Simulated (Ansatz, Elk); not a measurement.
# Bonding as seen by X-rays: MgCr

Structure refinements treat a crystal as free atoms side by side. For a made-up structure of MgCr (cell and positions from a PBEsol relaxation) the runs below show what the calculated density changes in F(hkl).

Main program and level: Elk 11.2.3 (patched build); DFT, PBE, all-electron APW+lo, Dirac cores, scalar-relativistic bands, static density, ferromagnetic start.

The structure was built from a prototype and need not be the compound's stable phase.

### 1. The structure

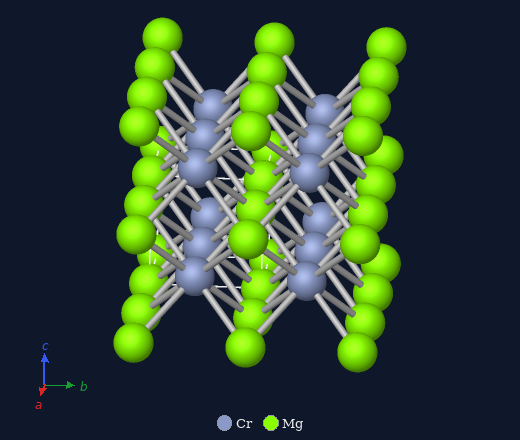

The cell as given, slightly off an axis (chromium light blue, magnesium green). 3×2×2 cells are drawn. Some periodic images of atoms are drawn too.

### 2. Ground state and structure factors

An all-electron density is needed, since X-rays see the cores too. Task 0 finds the density and task 195 Fourier-transforms it; tshift is off so that phases refer to the origin typed.

Contents of elk.in:

```
tasks
  0
  195
  196

xctype
  20

spinpol
  .true.

rgkmax
  7.0

gmaxvr
  14.0

lmaxo
  7

lmaxapw
  8

swidth
  0.002

tshift
  .false.

ramdisk
  .false.

hmaxvr
  5.5

maxscl
  120

epspot
  1e-06

reducebf
  0.8

sppath
  './'

avec
  6.18838952808 0.00000000000 0.00000000000
  0.00000000000 6.18838952808 0.00000000000
  0.00000000000 0.00000000000 6.18838952808

atoms
  2
  'Cr.in'
  1
  0.5000000000 0.5000000000 0.5000000000   0.000000 0.000000 -0.170000
  'Mg.in'
  1
  -0.0000000000 0.0000000000 -0.0000000000   0.000000 0.000000 0.000000

ngridk
  6 6 6
```

Started as:

```bash
OMP_NUM_THREADS=4 elk
```

Numbers of over 12 decimals in the logs are rounded to 6 here.

The log of the run:

```text
┌─────────────────────────┐
│ Elk code version 11.2.3 │
└─────────────────────────┘

All units are atomic (Hartree, Bohr, etc.)

┌─────────────────────────────────────────────────┐
│ Ground-state run starting from atomic densities │
└─────────────────────────────────────────────────┘

Lattice vectors :
   6.188389528       0.000000000       0.000000000
   0.000000000       6.188389528       0.000000000
   0.000000000       0.000000000       6.188389528

Reciprocal lattice vectors :
   1.015318328       0.000000000       0.000000000
   0.000000000       1.015318328       0.000000000
   0.000000000       0.000000000       1.015318328

Unit cell volume      :    236.9915861
Brillouin zone volume :    1.046662531

Muffin-tin inner radius fraction :   0.1000000000E-01

Nuclei treated as point charges

Species : 1 (Cr)
 parameters loaded from : Cr.in
 name : chromium
 nuclear charge    :   -24.00000000
 electronic charge :    24.00000000
 atomic mass :    94783.09202
 muffin-tin radius :    2.400000000
 number of radial points in muffin-tin :    993
 inner part over the whole radius :   0.9857795597E-02
 number on inner part of muffin-tin    :    699
 approximate nuclear radius :   0.6987106690E-04
 number of mesh points to nuclear radius :    328
 atomic positions (lattice), magnetic fields (Cartesian) :
  1 :   0.50000000  0.50000000  0.50000000    0.00000000  0.00000000 -0.17000000

Species : 2 (Mg)
 parameters loaded from : Mg.in
 name : magnesium
 nuclear charge    :   -12.00000000
 electronic charge :    12.00000000
 atomic mass :    44305.30466
 muffin-tin radius :    2.200000000
 number of radial points in muffin-tin :    793
 inner part over the whole radius :   0.9941530515E-02
 number on inner part of muffin-tin    :    552
 approximate nuclear radius :   0.5710277704E-04
 number of mesh points to nuclear radius :    241
 atomic positions (lattice), magnetic fields (Cartesian) :
  1 :   0.00000000  0.00000000  0.00000000    0.00000000  0.00000000  0.00000000

Total number of atoms per unit cell :    2
Total muffin-tin volume :    102.5080739
 ratio of muffin-tin to unit cell volume :   0.4325388743

Spin treatment :
 spin-polarised
 global magnetic field (Cartesian) :    0.000000000       0.000000000       0.000000000
 collinear magnetisation in z-direction

Number of Bravais lattice symmetries :   48
Number of crystal symmetries         :   48
Crystal has inversion symmetry
Real symmetric eigensolver will be used

k-point grid :      6     6     6
k-point offset :    0.000000000       0.000000000       0.000000000
k-point set is reduced with full crystal symmetry group
Total number of k-points :       20

Muffin-tin radius times maximum |G+k| :    7.000000000
 using average radius
Maximum |G+k| for APW functions       :    3.043478261
Maximum (1/2)|G+k|²                   :    4.631379962
Maximum |G| for potential and density :    14.00000000
Constant for pseudocharge density :    8
 order of it for each species :   15  15
 order of it for pair densities of each species (exact exchange by exxq0 0: 16) :   11   8
Radial integration step length :    1

G-vector grid sizes :     28    28    28
Number of G-vectors :    11067

Maximum angular momentum used for
 APW functions            :    8
 outer part of muffin-tin :    7
 inner part of muffin-tin :    2

Total nuclear charge    :   -36.00000000
Total core charge       :    12.00000000
Total valence charge    :    24.00000000
Total excess charge     :    0.000000000
Total electronic charge :    36.00000000

Effective Wigner radius, rₛ :    1.162645386

Number of empty states         :     24
Total number of valence states :     74
Total number of core states    :     12

Third-order local-orbitals added for an l without core states : T
Total number of local-orbitals :     34

Exchange-correlation functional :     20     0     0
 Perdew-Burke-Ernzerhof, Phys. Rev. Lett. 77, 3865 (1996)
 gradient requirement :    1
 generalised gradient approximation (GGA)

Smearing type :    3
[...]
interstitial                :   0.2632959041
 muffin-tins
  species : 1 (Cr)
   atom 1                    :    1.938274564
  species : 2 (Mg)
   atom 1                    :  -0.3389102915E-02
 total in muffin-tins        :    1.934885461
 total moment                :    2.198181365

RMS change in Kohn-Sham potential (target) :    3.906595940     (  0.1000000000E-05)
Absolute change in total energy (target)   :    1.646041079     (  0.1000000000E-03)

[... loops 3 to 33 left out ...]

┌──────────────────┐
│ Loop number : 34 │
└──────────────────┘

Energies :
 Fermi                       :     0.192381
 sum of occupied eigenvalues :     -718.67508789700
 electron kinetic            :      1263.5504896080
 core electron kinetic       :      1097.8652226987
 Coulomb                     :     -2449.4010279103
 Coulomb potential           :     -1897.6171957682
 nuclear-nuclear             :     -202.37650619210
 electron-nuclear            :     -2602.2873844642
 Hartree                     :      355.26286274598
 Madelung                    :     -1500.5924300262
 xc potential                :     -84.407075555200
 xc effective B-field        :    -0.201305
 external B-field            :      0.000000
 exchange                    :     -63.813024334546
 correlation                 :     -1.513603
 electron entropic           :    -0.62782716068435E-03
 total energy                :     -1251.1777931538
 (external B-field energy excluded from total)

Density of states at Fermi energy :    48.13003498
 (states/Hartree/unit cell)

Estimated indirect band gap :   0.2597275219E-02
 from k-point 2 to k-point 10
Estimated direct band gap   :   0.8319165862E-02
 at k-point 10

Charges :
 core                        :    12.00000000
 valence                     :    24.00000000
 interstitial                :    2.861593194
 muffin-tins (core leakage)
  species : 1 (Cr)
   atom 1                    :    22.54689160     ( -0.2234887280E-06)
  species : 2 (Mg)
   atom 1                    :    10.59151521     ( -0.9828258829E-07)
 total in muffin-tins        :    33.13840681
 total calculated charge     :    35.99992999
 total charge                :    36.00000000
 error                       :   0.7001417303E-04

Moments :
 interstitial                :   0.3350705239
 muffin-tins
  species : 1 (Cr)
   atom 1                    :    3.304958196
  species : 2 (Mg)
   atom 1                    :  -0.3442423181E-01
 total in muffin-tins        :    3.270533964
 total moment                :    3.605604488

RMS change in Kohn-Sham potential (target) :   0.4734103947E-06 (  0.1000000000E-05)
Absolute change in total energy (target)   :   0.7290881308E-04 (  0.1000000000E-03)

Convergence targets achieved

┌──────────────────┐
│ Loop number : 35 │
└──────────────────┘

Energies :
 Fermi                       :     0.192381
 sum of occupied eigenvalues :     -718.67508598450
 electron kinetic            :      1263.5505044732
 core electron kinetic       :      1097.8652249892
 Coulomb                     :     -2449.4010379415
 Coulomb potential           :     -1897.6171875916
 nuclear-nuclear             :     -202.37650619210
 electron-nuclear            :     -2602.2874129655
 Hartree                     :      355.26288121602
 Madelung                    :     -1500.5924441458
 xc potential                :     -84.407097362629
 xc effective B-field        :    -0.201305
 external B-field            :      0.000000
 exchange                    :     -63.813025516233
 correlation                 :     -1.513603
 electron entropic           :    -0.62782494612024E-03
 total energy                :     -1251.1777895340
 (external B-field energy excluded from total)

Density of states at Fermi energy :    48.12990379
 (states/Hartree/unit cell)

Estimated indirect band gap :   0.2597505666E-02
 from k-point 2 to k-point 10
Estimated direct band gap   :   0.8319666879E-02
 at k-point 10

Charges :
 core                        :    12.00000000
 valence                     :    24.00000000
 interstitial                :    2.861592507
 muffin-tins (core leakage)
  species : 1 (Cr)
   atom 1                    :    22.54689243     ( -0.2234884935E-06)
  species : 2 (Mg)
   atom 1                    :    10.59151506     ( -0.9828259184E-07)
 total in muffin-tins        :    33.13840749
 total calculated charge     :    35.99992999
 total charge                :    36.00000000
 error                       :   0.7001423006E-04

Moments :
 interstitial                :   0.3350615275
 muffin-tins
  species : 1 (Cr)
   atom 1                    :    3.304959646
  species : 2 (Mg)
   atom 1                    :  -0.3442574486E-01
 total in muffin-tins        :    3.270533902
 total moment                :    3.605595429

┌──────────────────────────────┐
│ Self-consistent loop stopped │
└──────────────────────────────┘

Wrote STATE.OUT
```

Wall time 42 s (4 threads of Intel Xeon 6975P-C (Granite Rapids), shared host); peak memory 0.2 GiB.

SFACRHO.OUT:

```text

h k l indices transformed by vhmat matrix:
   1.000000000       0.000000000       0.000000000    
   0.000000000       1.000000000       0.000000000    
   0.000000000       0.000000000       1.000000000    

      h      k      l  multipl.   |H|            Re(F)            Im(F)           |F|

      0      0      0      1   0.0000000       36.000000      0.25537345E-17   36.000000    
     -1      0      0      6   1.0153183      -10.239055     -0.10772198E-13   10.239055    
      0     -1      1     12   1.4358769       25.854647      0.20590562E-14   25.854647    
     -1     -1      1      8   1.7585829      -8.0663821     -0.90457965E-14   8.0663821    
     -2      0      0      6   2.0306367       22.069702      0.16744117E-13   22.069702    
      1      0      2     24   2.2703208      -6.8052212      0.29520289E-13   6.8052212    
      1      1      2     24   2.4870118       19.420534     -0.29290322E-13   19.420534    
      0     -2      2     12   2.8717539       17.374318      0.28047252E-14   17.374318    
     -1     -2      2     24   3.0459550      -5.5427948     -0.16061473E-13   5.5427948    
      0     -3      0      6   3.0459550      -5.4584288     -0.39774503E-14   5.4584288    
     -3      0      1     24   3.2107185       15.730769      0.25480153E-14   15.730769    
     -3     -1     -1     24   3.3674299      -5.1549420     -0.61512773E-14   5.1549420    
      2     -2      2      8   3.5171659       14.535369     -0.23924437E-14   14.535369    
      2      3      0     24   3.6607823      -4.9331578      0.57662147E-14   4.9331578    
     -1      2      3     48   3.7989733       13.488799     -0.44733999E-14   13.488799    
      0      4      0      6   4.0612733       12.578827     -0.19565715E-13   12.578827    
     -2      2      3     24   4.1862647      -4.6820930      0.31294575E-14   4.6820930    
      4      0      1     24   4.1862647      -4.6044544      0.20129812E-13   4.6044544
```

Elk indexes on the primitive cell of elk.in and gives |H| = 4π sin θ/λ in inverse bohr. Below, one row stands for each form hkl of the conventional cell (m members, Friedel mates merged), F is for one primitive cell and the density is static (no thermal factor). Free-atom factors are Waasmaier and Kirfel's, and R is Σm||F|−|F'||/Σm|F|.

```csv
hkl,m,sin θ/λ (Å⁻¹),"abs F, DFT",neutral atoms,diff.
100,6,0.153,10.239,10.469,-0.230
110,12,0.216,25.855,26.235,-0.380
111,8,0.265,8.066,8.193,-0.126
200,6,0.305,22.070,22.174,-0.104
210,24,0.341,6.805,6.824,-0.018
211,24,0.374,19.421,19.391,+0.029
220,12,0.432,17.374,17.315,+0.059
221,24,0.458,5.543,5.455,+0.087
300,6,0.458,5.458,5.455,+0.003
310,24,0.483,15.731,15.709,+0.022
311,24,0.506,5.155,5.106,+0.049
222,8,0.529,14.535,14.438,+0.097
320,24,0.550,4.933,4.874,+0.059
321,48,0.571,13.489,13.418,+0.070
400,6,0.611,12.579,12.589,-0.011
322,24,0.629,4.682,4.615,+0.067
410,24,0.629,4.604,4.615,-0.011
411,24,0.648,11.923,11.907,+0.016
```

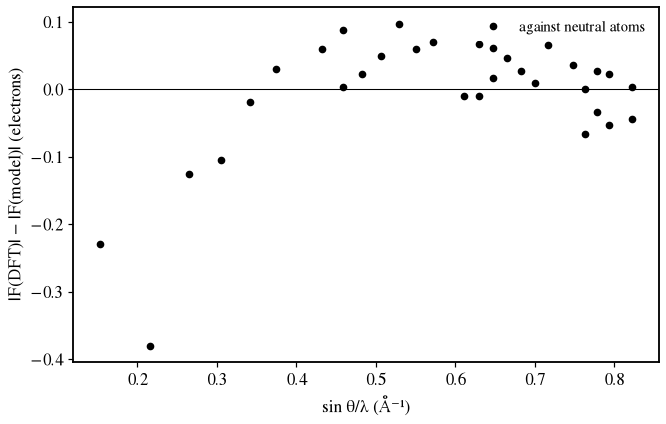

Difference between the calculated structure factors and the independent-atom ones.

### 3. The magnetisation density

The same run holds the spin density, and task 196 transforms it. The order is that of the start, and no other was tried.

SFACMAG_1.OUT:

```text

h k l indices transformed by vhmat matrix:
   1.000000000       0.000000000       0.000000000    
   0.000000000       1.000000000       0.000000000    
   0.000000000       0.000000000       1.000000000    

      h      k      l  multipl.   |H|            Re(F)            Im(F)           |F|

      0      0      0      1   0.0000000       3.6055956      0.84936284E-19   3.6055956    
     -1      0      0      6   1.0153183      -2.5766812     -0.12717851E-14   2.5766812    
      0     -1      1     12   1.4358769       1.8273393      0.19842635E-15   1.8273393    
     -1     -1      1      8   1.7585829      -1.3580062     -0.78688161E-15   1.3580062    
     -2      0      0      6   2.0306367       1.0743880      0.12906588E-14   1.0743880    
      1      0      2     24   2.2703208     -0.88286402      0.19721992E-14  0.88286402    
      1      1      2     24   2.4870118      0.73208817     -0.16766643E-14  0.73208817    
      0     -2      2     12   2.8717539      0.50331015      0.11889961E-15  0.50331015    
     -1     -2      2     24   3.0459550     -0.43085953     -0.61172332E-15  0.43085953    
      0     -3      0      6   3.0459550     -0.36245535     -0.99540032E-16  0.36245535    
     -3      0      1     24   3.2107185      0.30631715      0.56277031E-16  0.30631715    
     -3     -1     -1     24   3.3674299     -0.27079291     -0.13706905E-15  0.27079291    
      2     -2      2      8   3.5171659      0.26066390     -0.62423748E-16  0.26066390    
      2      3      0     24   3.6607823     -0.19661309      0.10950443E-15  0.19661309    
     -1      2      3     48   3.7989733      0.16475364     -0.78766821E-16  0.16475364    
      0      4      0      6   4.0612733      0.43861096E-01 -0.12246855E-15  0.43861096E-01
```

The total moment is 3.61 μB a cell; sphere moments: Cr1 +3.30, Mg2 -0.03 μB. Polarised neutrons measure spin and orbital magnetisation together; without spin-orbit coupling the run gives the spin part. With nearly all of the moment on one atom, abs F_M/F_M(0) is close to a form factor, set here beside ⟨j0⟩ of the free Cr2+ ion, taken for comparison since the valence isn't defined:

```
hkl  sin θ/λ (Å⁻¹)  abs F_M (μB)  F_M/F_M(0)   ⟨j0⟩
100          0.153         2.577       0.715  0.751
110          0.216         1.827       0.507  0.577
111          0.265         1.358       0.377  0.451
200          0.305         1.074       0.298  0.358
210          0.341         0.883       0.245  0.287
211          0.374         0.732       0.203  0.233
220          0.432         0.503       0.140  0.156
221          0.458         0.431       0.120  0.128
300          0.458         0.362       0.101  0.128
310          0.483         0.306       0.085  0.105
311          0.506         0.271       0.075  0.086
222          0.529         0.261       0.072  0.070
320          0.550         0.197       0.055  0.057
321          0.571         0.165       0.046  0.046
```

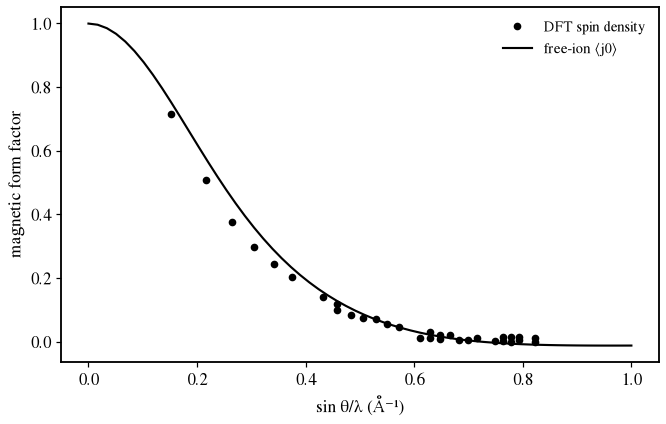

Magnetic form factor from the spin density.

### 4. The highest occupied states alone

An energy window below the Fermi level keeps the highest occupied states, to see at which angles they scatter; shallow core shells can lie inside it and anion s states outside. No new self-consistency is needed.

Changes to elk.in since step 2:

```diff
@@ -1,5 +1,3 @@
 tasks
-  0
   195
-  196
 
@@ -44,2 +42,5 @@
 
+wsfac
+  -0.358860 0.492380
+
 sppath
```

Started as:

```bash
OMP_NUM_THREADS=4 elk
```

The log of the run:

```text
┌─────────────────────────────────┐
│ Elk code version 11.2.3 started │
└─────────────────────────────────┘

Info(readinput): the functional depends on the density's gradient
 muffin-tin radial points multiplied by    2.00000
 (not where nrmtscf is given)

┌────────────────────┐
│ Current task : 195 │
└────────────────────┘

Info(sfacrho): density structure factors written to SFACRHO.OUT

 Energy window :  -0.3588600000      0.4923800000

┌──────────────────┐
│ Elk code stopped │
└──────────────────┘
```

Elapsed: 1.3 s, on 4 threads; peak memory 0.16 GiB; 2 s of CPU time.

States within 15 eV below the Fermi level hold 8.00 electrons; any levels below the window count with the cores. Their amplitudes can exceed the total, where window and core parts have opposite phase:

```csv
hkl,sin θ/λ (Å⁻¹),"abs F, window","abs F, all"
100,0.153,2.894,10.239
110,0.216,1.990,25.855
111,0.265,1.677,8.066
200,0.305,1.261,22.070
210,0.341,1.048,6.805
211,0.374,0.928,19.421
220,0.432,0.675,17.374
221,0.458,0.491,5.543
300,0.458,0.407,5.458
310,0.483,0.447,15.731
```

(Part 1 of 2 ends here.)

[Logs are printed without paths, hosts, clocks, repeated set-up lines and the standing remarks that a program may print on its own settings, such as how far it seeks lower states.]

[Hosts, paths, dates, database ids (printed as entryN), source tags and the programs' standing remarks are cut or masked in the printed files.]
